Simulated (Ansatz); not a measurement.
## Lattice dynamics of BiSb (model cell, started as layered BN type)

Wanted: phonon frequencies of BiSb (model cell, started as layered BN type) and what follows from them.

Calculated with Ansatz 0.2.0; DFT PBEsol, scalar-relativistic, plane waves, PAW.

The structure was built from a prototype and need not be the compound's stable phase.

## 1. Set-up

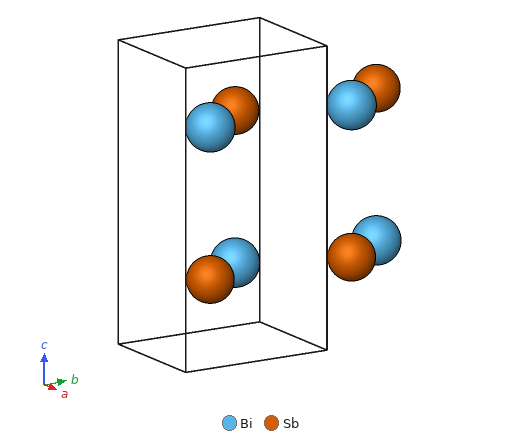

Start, viewed slightly off an axis; bismuth blue, antimony orange. 1×2×1 cells are drawn.

## 2. Relaxation

The cell and atoms are relaxed, since residual forces and stress would shift the frequencies.

File input.yaml:

```yaml
crystal:
  lattice:
    - [5.22664, 0.0, 0.0]
    - [-2.61332, 4.5264, 0.0]
    - [0.0, 0.0, 7.544]
  atoms:
    - { symbol: Bi, position: [0.333333, 0.666667, 0.25] }
    - { symbol: Bi, position: [0.666667, 0.333333, 0.75] }
    - { symbol: Sb, position: [0.666667, 0.333333, 0.25] }
    - { symbol: Sb, position: [0.333333, 0.666667, 0.75] }
kpoints:
  mp_grid: { grid: [9, 9, 6] }
hamiltonian:
  xc: pbesol
scf:
  occupations: { method: gaussian, width: 0.1 }
output:
  forces: true
  stress: true
  eigenvalues: true
relax:
  adjacent_minimum: "off"
  f_tol: 0.005
  max_steps: 80
  cell: { stress_tol: 0.05 }
```

Launch:

```
ansatz run input.yaml --threads 4 --pin off --max-ram 7168MiB --backend cpu --events-out ev --progress --plain --runs-dir out
```

Numbers of over 12 decimals in the logs are rounded to 6 here.

Output:

```text
Warning: the atoms were moved onto the symmetric positions of the space group found under crystal.symmetry.tolerance 1.0e-5 (fractional; no operation is sought that the atoms, as they stand in a round, miss by more than twice it, and no atom is moved by as much as it), and the run uses the moved positions. Before a round's move an operation carried an atom to 5.23e-6 Å from where it should land, the largest such dist [...]
Engine: ansatz 0.2.0, x86_64-unknown-linux-gnu
Pseudopotentials: kind: paw
Pseudopotential: Bi, paw, valence charge 15, recommended cutoff 420 eV (normal), Bi.paw.azcp
Pseudopotential: Sb, paw, valence charge 15, recommended cutoff 420 eV (normal), Sb.paw.azcp
Functional definition: PBEsol
  exchange = pbesol_x
  correlation = pbesol_c
Crystal: 4 atoms, lattice volume = 178.475 Å³
Basis set: ecut = 420 eV, 3523 PW (Γ), exchange–correlation on 72×72×108 points (8 copies of the dense FFT grid, shifted against one another)
Bands: 36, of which v1, the nominal top of the filled ones, is band 30 counted from 1 (29 counted from 0)
Symmetry: 24 space group operations
Space group: P63/mmc (ITA 194), of the structure as read, at distance tolerance 5.6e-5 Å
k-points: 48 of 486
Non-local potential: Bi, projectors of the file, l = 0: 2, l = 1: 2, l = 2: 2, l = 3: 2
Non-local potential: Sb, projectors of the file, l = 0: 2, l = 1: 2, l = 2: 2, l = 3: 2
PAW form: soft (Blöchl's): semilocal exchange-correlation on the pseudo side does not see the compensation charge
PAW frozen core: Bi, regenerated for the run's functional, and the local potential with it (the file was generated under x = pbe(κ = 0.804, μ = 0.219515), c = pbe(β = 0.066725))
PAW frozen core: Sb, regenerated for the run's functional, and the local potential with it (the file was generated under x = pbe(κ = 0.804, μ = 0.219515), c = pbe(β = 0.066725))
PAW one-centre angular grid: Bi, 590 points (default); XC on 64 Gauss nodes
PAW one-centre angular grid: Sb, 590 points (default); XC on 64 Gauss nodes
Initial density: superposition of atomic densities (neutral atoms: chi_scale 0, normalization atom), corrected by the library's trained network
Initial wavefunctions: pseudopotential atomic-orbital guess
Functional: x = pbesol(κ = 0.804, μ = 0.123457), c = pbesol(β = 0.046)
SCF iter   1: F=—  HF=-37298.589329 eV  |F-HF|=—  |Δ(HF+E_count)|=         —  Δρ=2.46e-3  dr2=1.21e-2  ethr=1.77e-3  ⟨swp⟩=6.8  Hψ=7331  notcnv=0
preconditioner: auto → LDOS  [metal: Δε(μ)=0.044 eV  Ē_g=7.306 eV  σ=0.100 eV  W_gap=0.24  n_scr=34 (ndim 8)  ℏωp=12.4 eV  f_vac=0.134  D(μ)=2.52/eV (n_scr^D=8)  β→1.0]
SCF iter   2: F=—  HF=-37298.587255 eV  |F-HF|=—  |Δ(HF+E_count)|=   2.07e-3  Δρ=5.03e-4  dr2=4.21e-4  ethr=2.02e-5  ⟨swp⟩=2.6  Hψ=3288  notcnv=0  defer=20
SCF iter   3: F=—  HF=-37298.587314 eV  |F-HF|=—  |Δ(HF+E_count)|=   5.90e-5  Δρ=1.62e-4  dr2=5.11e-5  ethr=7.02e-7  ⟨swp⟩=2.0  Hψ=3105  notcnv=0  defer=20
SCF iter   4: F=—  HF=-37298.587463 eV  |F-HF|=—  |Δ(HF+E_count)|=   1.49e-4  Δρ=7.79e-5  dr2=9.84e-6  ethr=8.52e-8  ⟨swp⟩=2.0  Hψ=3106  notcnv=0  defer=20
SCF iter   5: F=—  HF=-37298.587460 eV  |F-HF|=—  |Δ(HF+E_count)|=   3.87e-6  Δρ=2.28e-5  dr2=7.23e-7  ethr=1.64e-8  ⟨swp⟩=2.0  Hψ=3099  notcnv=0  defer=20
SCF iter   6: F=-37298.587459 eV  HF=-37298.587459 eV  |F-HF|=8.73e-10  |Δ(HF+E_count)|=   2.67e-7  Δρ=1.51e-6  dr2=4.55e-9  ethr=1.67e-10  ⟨swp⟩=9.9  Hψ=8429  notcnv=0
SCF 1 converged in 6 iterations: F = -37298.587459 eV  dr2 = 4.55e-9
  greatest PAW one-centre occupation: 0.996 electrons in one spin orbital (limit 2), on the Sb atom at site 3 (counted from 0), in its partial waves of l = 2
relax step   1: F+E_penalty+E_count = -37298.58745926 eV  Δ(F+E_penalty+E_count) = +0.000e0 eV  max|allowed force component| = 2.961e-16 eV/Å  Δτ_max = 0.0000 Å  P = -2.448 GPa  Ω = 178.475 Å³  (6 SCF iters, dr2 threshold 1.00e-7 eV, accepted)
Crystal: 4 atoms, lattice volume = 169.657 Å³
Basis set: ecut = 420 eV, 3293 PW (Γ), exchange–correlation on 72×72×108 points (8 copies of the dense FFT grid, shifted against one another)
Initial density: handed on by an earlier stage of this run
Initial wavefunctions: those handed on with the density
iter 1 solved again at ethr=5.15e-6 eV; its pass at ethr=3.10e-3 eV (dr2=3.09e-3 eV) is discarded
SCF iter   1: F=—  HF=-37298.980238 eV  |F-HF|=—  |Δ(HF+E_count)|=         —  Δρ=1.11e-3  dr2=3.84e-3  ethr=5.15e-6  ⟨swp⟩=3.0  Hψ=10520  notcnv=0
preconditioner: auto → LDOS  [metal: Δε(μ)=0.034 eV  Ē_g=7.458 eV  σ=0.100 eV  W_gap=0.19  n_scr=34 (ndim 8)  ℏωp=12.7 eV  f_vac=0.131  D(μ)=1.85/eV (n_scr^D=8)  β→1.0]
SCF iter   2: F=—  HF=-37298.979436 eV  |F-HF|=—  |Δ(HF+E_count)|=   8.02e-4  Δρ=2.98e-4  dr2=1.45e-4  ethr=5.15e-6  ⟨swp⟩=2.0  Hψ=2207  notcnv=0
SCF iter   3: F=—  HF=-37298.979589 eV  |F-HF|=—  |Δ(HF+E_count)|=   1.53e-4  Δρ=7.46e-5  dr2=1.71e-5  ethr=2.41e-7  ⟨swp⟩=2.0  Hψ=2402  notcnv=0
SCF iter   4: F=—  HF=-37298.979587 eV  |F-HF|=—  |Δ(HF+E_count)|=   2.23e-6  Δρ=2.35e-5  dr2=1.66e-6  ethr=2.85e-8  ⟨swp⟩=2.0  Hψ=2535  notcnv=0
SCF iter   5: F=-37298.979586 eV  HF=-37298.979586 eV  |F-HF|=2.47e-10  |Δ(HF+E_count)|=   5.05e-7  Δρ=3.42e-6  dr2=1.66e-8  ethr=6.67e-10  ⟨swp⟩=7.5  Hψ=8038  notcnv=0
SCF 2 converged in 5 iterations: F = -37298.979586 eV  dr2 = 1.66e-8
relax step   2: F+E_penalty+E_count = -37298.97958611 eV  Δ(F+E_penalty+E_count) = -3.921e-1 eV  max|allowed force component| = 8.697e-16 eV/Å  Δτ_max = 0.0000 Å  P = -2.002 GPa  Ω = 169.657 Å³  energy of the carried Pulay correction = +1.173e-3 eV  (5 SCF iters, dr2 threshold 4.00e-7 eV, accepted)
Crystal: 4 atoms, lattice volume = 162.695 Å³
Basis set: ecut = 420 eV, 3197 PW (Γ), exchange–correlation on 72×72×108 points (8 copies of the dense FFT grid, shifted against one another)
iter 1 solved again at ethr=5.91e-6 eV; its pass at ethr=3.10e-3 eV (dr2=3.55e-3 eV) is discarded
SCF iter   1: F=—  HF=-37299.306236 eV  |F-HF|=—  |Δ(HF+E_count)|=         —  Δρ=1.14e-3  dr2=3.73e-3  ethr=5.91e-6  ⟨swp⟩=2.6  Hψ=10457  notcnv=0
preconditioner: auto → LDOS  [metal: Δε(μ)=0.043 eV  Ē_g=7.595 eV  σ=0.100 eV  W_gap=0.23  n_scr=34 (ndim 8)  ℏωp=13.0 eV  f_vac=0.131  D(μ)=2.41/eV (n_scr^D=8)  β→1.0]
SCF iter   2: F=—  HF=-37299.305743 eV  |F-HF|=—  |Δ(HF+E_count)|=   4.93e-4  Δρ=3.09e-4  dr2=1.84e-4  ethr=5.91e-6  ⟨swp⟩=2.0  Hψ=2187  notcnv=0
SCF iter   3: F=—  HF=-37299.305866 eV  |F-HF|=—  |Δ(HF+E_count)|=   1.23e-4  Δρ=1.02e-4  dr2=2.79e-5  ethr=3.07e-7  ⟨swp⟩=2.5  Hψ=2797  notcnv=0
SCF iter   4: F=—  HF=-37299.305861 eV  |F-HF|=—  |Δ(HF+E_count)|=   4.10e-6  Δρ=3.16e-5  dr2=2.27e-6  ethr=4.66e-8  ⟨swp⟩=2.8  Hψ=3278  notcnv=0
SCF iter   5: F=-37299.305861 eV  HF=-37299.305861 eV  |F-HF|=4.51e-10  |Δ(HF+E_count)|=   8.33e-7  Δρ=4.01e-6  dr2=3.30e-8  ethr=6.67e-10  ⟨swp⟩=7.5  Hψ=7817  notcnv=0
SCF 3 converged in 5 iterations: F = -37299.305861 eV  dr2 = 3.30e-8
relax step   3: F+E_penalty+E_count = -37299.30586065 eV  Δ(F+E_penalty+E_count) = -3.263e-1 eV  max|allowed force component| = 6.106e-16 eV/Å  Δτ_max = 0.0000 Å  P = -1.376 GPa  Ω = 162.695 Å³  energy of the carried Pulay correction = +2.141e-3 eV  (5 SCF iters, dr2 threshold 4.00e-7 eV, accepted)
[...]
relax step   4: F+E_penalty+E_count = -37299.46565599 eV  Δ(F+E_penalty+E_count) = -1.598e-1 eV  max|allowed force component| = 7.494e-16 eV/Å  Δτ_max = 0.0000 Å  P = +0.172 GPa  Ω = 155.021 Å³  energy of the carried Pulay correction = +3.256e-3 eV  (5 SCF iters, dr2 threshold 4.00e-7 eV, accepted)
[...]
relax step   5: F+E_penalty+E_count = -37299.46926213 eV  Δ(F+E_penalty+E_count) = -3.606e-3 eV  max|allowed force component| = 2.405e-16 eV/Å  Δτ_max = 0.0000 Å  P = +0.096 GPa  Ω = 155.160 Å³  energy of the carried Pulay correction = +3.234e-3 eV  (4 SCF iters, dr2 threshold 4.00e-7 eV, accepted)
[...]
relax step   6: F+E_penalty+E_count = -37299.46937374 eV  Δ(F+E_penalty+E_count) = -1.116e-4 eV  max|allowed force component| = 5.921e-16 eV/Å  Δτ_max = 0.0000 Å  P = -0.015 GPa  Ω = 155.566 Å³  energy of the carried Pulay correction = +3.173e-3 eV  (3 SCF iters, dr2 threshold 5.22e-8 eV, accepted)
Basis set: ecut = 420 eV, 3039 PW (Γ), exchange–correlation on 72×72×90 points (8 copies of the dense FFT grid, shifted against one another)
Initial wavefunctions: pseudopotential atomic-orbital guess (no wavefunctions were taken with the density)
iter 1 solved again at ethr=2.33e-7 eV; its pass at ethr=3.10e-3 eV (dr2=1.40e-4 eV) is discarded
SCF iter   1: F=—  HF=-37299.467059 eV  |F-HF|=—  |Δ(HF+E_count)|=         —  Δρ=1.31e-4  dr2=3.27e-6  ethr=2.33e-7  ⟨swp⟩=3.1  Hψ=12016  notcnv=0
preconditioner: auto → LDOS  [metal: Δε(μ)=0.042 eV  Ē_g=7.779 eV  σ=0.100 eV  W_gap=0.23  n_scr=22 (ndim 8)  ℏωp=13.3 eV  f_vac=0.136  D(μ)=2.12/eV (n_scr^D=8)  β→1.0]
SCF iter   2: F=—  HF=-37299.467266 eV  |F-HF|=—  |Δ(HF+E_count)|=   2.07e-4  Δρ=2.10e-5  dr2=5.85e-7  ethr=5.45e-9  ⟨swp⟩=2.0  Hψ=2902  notcnv=0
SCF iter   3: F=—  HF=-37299.467266 eV  |F-HF|=—  |Δ(HF+E_count)|=   2.82e-7  Δρ=6.17e-6  dr2=6.95e-8  ethr=9.74e-10  ⟨swp⟩=2.0  Hψ=2704  notcnv=0
SCF iter   4: F=—  HF=-37299.467266 eV  |F-HF|=—  |Δ(HF+E_count)|=   4.00e-8  Δρ=1.25e-6  dr2=2.73e-9  ethr=1.16e-10  ⟨swp⟩=2.0  Hψ=2687  notcnv=0
SCF iter   5: F=—  HF=-37299.467266 eV  |F-HF|=—  |Δ(HF+E_count)|=   2.05e-9  Δρ=1.35e-7  dr2=7.75e-11  ethr=4.55e-12  ⟨swp⟩=2.0  Hψ=3111  notcnv=0
SCF iter   6: F=-37299.467266 eV  HF=-37299.467266 eV  |F-HF|=7.28e-12  |Δ(HF+E_count)|=  7.28e-11  Δρ=4.58e-8  dr2=4.32e-12  ethr=1.00e-12  ⟨swp⟩=5.8  Hψ=7072  notcnv=0
SCF 7 converged in 6 iterations: F = -37299.467266 eV  dr2 = 4.32e-12
relax step   7: F+E_penalty+E_count = -37299.46726578 eV  Δ(F+E_penalty+E_count) = +2.108e-3 eV  max|allowed force component| = 5.089e-16 eV/Å  Δτ_max = 0.0000 Å  P = -0.022 GPa  Ω = 155.566 Å³  stress off target by 3.45e-2 GPa  SCF on the basis re-selected at this cell (its energy is not comparable with the rows above)  (6 SCF iters)
basis re-selected at this cell: Δ(F+E_penalty+E_count) = +2.108e-3 eV, ΔP = -0.007 GPa vs the last step (what re-selecting the basis moved, of the pressure what is left beyond the Pulay correction that the steps carried, after the strain that the cell walked since its last selection, with what the two solves' SCF thresholds leave and, on support functions, any second-order correction that the steps lacked; it is no measure of the basis error at this ecutwfc). The dense FFT grid was sized anew with the basis: this SCF ran on 36×36×45 points, the steps before it on 36×36×54, so part of this shift can come from that change (see relax.cell in the input reference). [rest of the remark cut]
SCF converged after 6 iterations
Free energy (F): -37299.467266 eV
Harris-Foulkes:  -37299.467266 eV  (|F-HF|=7.28e-12)
Internal energy: -37299.456656 eV  (E = F + TS)
E sigma→0 (E₀):  -37299.461961 eV
Entropy (-TS):   -0.010610 eV (-2.653 meV/atom)
Fermi energy:    7.714982 eV
--- Per-component energies (eV) ---
  E_band       = -690.176292
  E_kinetic    = 1019.470318
  E_local      = -7336.530951  (includes V_loc(G=0)·N_el)
  E_nonlocal   = 1851.506343
  E_hartree    = 2908.706469
  E_xc         = -574.847527
  E_vxc        = -480.515380  (∫ρ·V_xc dr)
  E_paw        = -30017.491258  (= ΣΔE_a)
  E_vpaw       = -1561.518819  (= ΣTr[D̂ρ^β])
  E_aug_tail   = -0.000921  (compensation charges beyond the density's cutoff)
  E_ewald      = -5151.112348
  E_core_change = 0.843218  (= ΣΔE_core)
  E_smearing   = -0.010610  (= −TS)
  E_closure    = -0.000000  (closes the sum)
  Σ components = -37299.467266   (vs F -37299.467266, Δ=0.00e0)
--- Forces (eV/Å), atoms counted from 1 ---
  atom   1  Bi     0.00000000     0.00000000    -0.00000000
  atom   2  Bi     0.00000000    -0.00000000     0.00000000
  atom   3  Sb    -0.00000000    -0.00000000     0.00000000
  atom   4  Sb     0.00000000     0.00000000    -0.00000000
  max |Σ_I F_I| component: 1.85e-16 eV/Å
--- Stress (GPa, compression-positive) ---
       -0.015123       0.000000       0.000000
        0.000000      -0.015123       0.000000
        0.000000       0.000000      -0.034542
  P = ⅓ Tr σ = -0.0216 GPa (-0.216 kbar)
--- Band table (eV; the first three rows and the last of 48) ---
  k-point 0: bands = [... 26 lower, 4.1843, 5.9740, 5.9740, 5.9961, 7.7589, 7.7589, 9.8920, 9.8920, ... 2 higher]
  k-point 1: bands = [... 26 lower, 4.2738, 5.8031, 5.8031, 6.5118, 7.8534, 7.8534, 9.6475, 9.6475, ... 2 higher]
  k-point 2: bands = [... 26 lower, 4.5327, 5.3942, 5.3942, 7.5918, 7.9546, 8.1312, 8.1312, 9.1183, ... 2 higher]
  k-point 47: bands = [... 26 lower, 7.1519, 7.1519, 7.3081, 7.3081, 7.7515, 7.7515, 8.2336, 8.2336, ... 2 higher]
--- Relaxed structure (6 steps of the walk, 6 accepted, 1 SCFs on fresh bases) ---
  F+E_penalty+E_count = -37299.46726578 eV   max|allowed force component| = 5.089e-16 eV/Å   (the final SCF, on the basis selected at the relaxed cell)
  cell:  # Å, volume = 155.5663 Å³
    - [5.297382, 0, 0]
    - [-2.648691, 4.587667, 0]
    - [0, 0, 6.401215]
  atoms:
    - { symbol: Bi, position: [0.333333, 0.666667, 0.25] }
    - { symbol: Bi, position: [0.666667, 0.333333, 0.75] }
    - { symbol: Sb, position: [0.666667, 0.333333, 0.25] }
    - { symbol: Sb, position: [0.333333, 0.666667, 0.75] }
```

The job ended after 17 s (4 threads of Intel Xeon 6975P-C (Granite Rapids), shared host; peak memory 0.73 GiB).

Relaxation path:

```tsv
step	energy less that of the first step (eV)	largest force component (eV/Å)	pressure (GPa)	volume (Å³)
1	0.0000	0.0000	-2.45	178.47
2	-0.3921	0.0000	-2.00	169.66
3	-0.7184	0.0000	-1.38	162.70
4	-0.8782	0.0000	0.17	155.02
5	-0.8818	0.0000	0.10	155.16
6	-0.8819	0.0000	-0.01	155.57
7*	-0.8798	0.0000	-0.02	155.57
```

Relaxation steps marked * repeat the geometry before them on a plane-wave basis chosen anew for their cell, so energy and pressure can jump there.

Forces are held to the 24 operations that the run works with; a distortion that breaks them can't arise in this run.

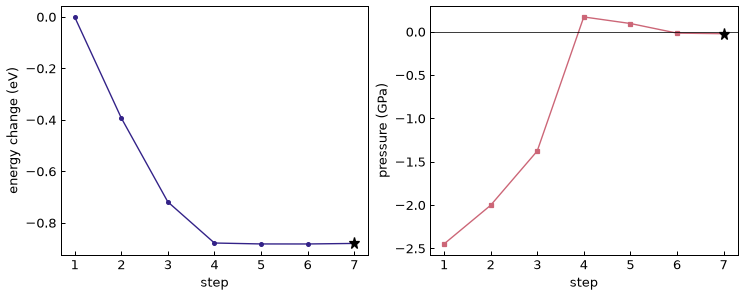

Energy and pressure along the relaxation. Stars mark steps on a basis chosen anew.

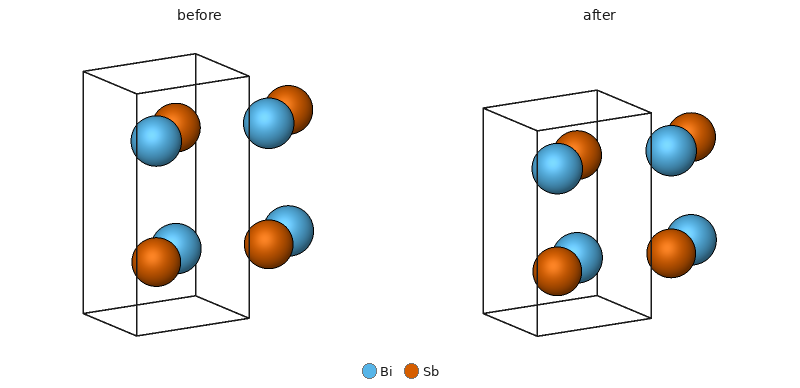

The structure before and after the relaxation, drawn at the same scale.

```tsv
cell as run	before	after	change
a (Å)	5.227	5.297	+1.4 %
b (Å)	5.227	5.297	+1.4 %
c (Å)	7.544	6.401	-15.1 %
volume (Å³/atom)	44.62	38.89	-12.8 %
```

Numbers from this step:

```
pressure          : -0.02160 GPa
volume per atom   : 38.89 Å³
gap on the k-mesh : 0 eV
```

In this step the volume went from 44.62 to 38.89 Å³/atom.

## 3. Bringing the structure to rest

The relaxation is repeated from its end on the same settings, as a check that it has come to rest.

input.yaml, the sections that differ from step 2:

```yaml
crystal:
  lattice:
    - [5.2973818711, 0.0, 0.0]
    - [-2.6486909355, 4.5876672739, 0.0]
    - [0.0, 0.0, 6.4012148644]
  atoms:
    - { symbol: Bi, position: [0.3333333333, 0.6666666667, 0.25] }
    - { symbol: Bi, position: [0.6666666667, 0.3333333333, 0.75] }
    - { symbol: Sb, position: [0.6666666667, 0.3333333333, 0.25] }
    - { symbol: Sb, position: [0.3333333333, 0.6666666667, 0.75] }
# kpoints, hamiltonian, scf, output, relax: as in step 2
```

Output:

```text
[...]
Crystal: 4 atoms, lattice volume = 155.566 Å³
Basis set: ecut = 420 eV, 3039 PW (Γ), exchange–correlation on 72×72×90 points (8 copies of the dense FFT grid, shifted against one another)
Bands: 36, of which v1, the nominal top of the filled ones, is band 30 counted from 1 (29 counted from 0)
Symmetry: 24 space group operations
[...]
k-points: 48 of 486
[...]
--- Relaxed structure (1 steps of the walk, 1 accepted, 1 SCFs on fresh bases) ---
[...]
cell:  # Å, volume = 155.5663 Å³
    - [5.297382, -2.8867504964346102e-11, 0.0]
    - [-2.648691, 4.587667, 0.0]
    - [0.0, 0.0, 6.4012148644]
  atoms:
    - { symbol: Bi, position: [0.333333, 0.666667, 0.25] }
    - { symbol: Bi, position: [0.666667, 0.333333, 0.75] }
    - { symbol: Sb, position: [0.666667, 0.333333, 0.25] }
    - { symbol: Sb, position: [0.333333, 0.666667, 0.75] }
[key lines of the parts left out:]
SCF converged after 5 iterations
Free energy (F): -37299.467266 eV
Fermi energy:    7.714981 eV
P = ⅓ Tr σ = -0.0216 GPa (-0.216 kbar)
```

The job ended after 4.5 s (4 threads; peak memory 0.67 GiB; 16 s of CPU time).

Little changed from the start: no atom moved by 0.005 Å and no cell edge by 0.1 %.

In this step the volume went from 38.89 to 38.89 Å³/atom.

## 4. Tight relaxation

Phonons need a cell at rest on their own settings, so the relaxation is repeated with tight tolerances on forces and stress, using the mesh and the filling of the phonon run that follows.

input.yaml, the sections that differ from step 3:

```yaml
kpoints:
  mp_grid: { grid: [10, 10, 6] }
scf:
  occupations: { method: methfessel_paxton, width: 0.15 }
relax:
  adjacent_minimum: "off"
  f_tol: 0.001
  max_steps: 60
  cell: { stress_tol: 0.01 }
# crystal, hamiltonian, output: as in step 3
```

Output:

```text
[...]
Crystal: 4 atoms, lattice volume = 155.566 Å³
Basis set: ecut = 420 eV, 3039 PW (Γ), exchange–correlation on 72×72×90 points (8 copies of the dense FFT grid, shifted against one another)
Bands: 36, of which v1, the nominal top of the filled ones, is band 30 counted from 1 (29 counted from 0)
Symmetry: 24 space group operations
[...]
k-points: 56 of 600
[...]
--- Relaxed structure (3 steps of the walk, 3 accepted, 1 SCFs on fresh bases) ---
[...]
cell:  # Å, volume = 155.4999 Å³
    - [5.302097, -2.8893197241935156e-11, 0]
    - [-2.651048, 4.591750, 0]
    - [0, 0, 6.387108]
  atoms:
    - { symbol: Bi, position: [0.333333, 0.666667, 0.250000] }
    - { symbol: Bi, position: [0.666667, 0.333333, 0.750000] }
    - { symbol: Sb, position: [0.666667, 0.333333, 0.250000] }
    - { symbol: Sb, position: [0.333333, 0.666667, 0.750000] }
[key lines of the parts left out:]
SCF converged after 7 iterations
Free energy (F): -37299.460287 eV
Fermi energy:    7.716007 eV
P = ⅓ Tr σ = 0.0013 GPa (0.013 kbar)
```

It took 9.5 s on 4 threads; peak memory 0.7 GiB; 35 s of CPU time.

Relaxation path:

```tsv
step	energy less that of the first step (eV)	largest force component (eV/Å)	pressure (GPa)	volume (Å³)
1	0.0000	0.0000	-0.01	155.57
2	-0.0003	0.0000	-0.02	155.56
3	-0.0004	0.0000	0.00	155.50
4*	-0.0003	0.0000	0.00	155.50
```

Relaxation steps marked * repeat the geometry before them on a plane-wave basis chosen anew for their cell, so energy and pressure can jump there.

Forces are held to the 24 operations that the run works with; a distortion that breaks them can't arise in this run.

```tsv
conventional cell, symmetrised	before	after	change
a (Å)	5.297	5.302	+0.1 %
b (Å)	5.297	5.302	+0.1 %
c (Å)	6.401	6.387	-0.2 %
volume (Å³/atom)	38.89	38.87	-0.0 %
```

Final coordinates:

```cif
data_structure
_symmetry_space_group_name_H-M 'P 1'
_symmetry_Int_Tables_number 1
_cell_length_a 5.3021
_cell_length_b 5.3021
_cell_length_c 6.3871
_cell_angle_alpha 90.000
_cell_angle_beta 90.000
_cell_angle_gamma 120.000
_cell_volume 155.50
loop_
_atom_site_label
_atom_site_type_symbol
_atom_site_fract_x
_atom_site_fract_y
_atom_site_fract_z
_atom_site_occupancy
Bi1 Bi 0.33333 0.66667 0.25000 1
Bi2 Bi 0.66667 0.33333 0.75000 1
Sb3 Sb 0.66667 0.33333 0.25000 1
Sb4 Sb 0.33333 0.66667 0.75000 1
```

This step gave:

| Property | Result |
| --- | --- |
| pressure | 0.001334 GPa |
| volume per atom | 38.87 Å³ |

The forces vanish by symmetry and the pressure is 0.001 GPa, within the tolerances set. The cell now holds 38.87 Å³/atom.

(Part 1 of 2 ends here.)

[Logs are printed without paths, hosts, clocks, repeated set-up lines and the standing remarks that a program may print on its own settings, such as how far it seeks lower states.]

[Hosts, paths, dates, database ids (printed as entryN), source tags and the programs' standing remarks are cut or masked in the printed files.]
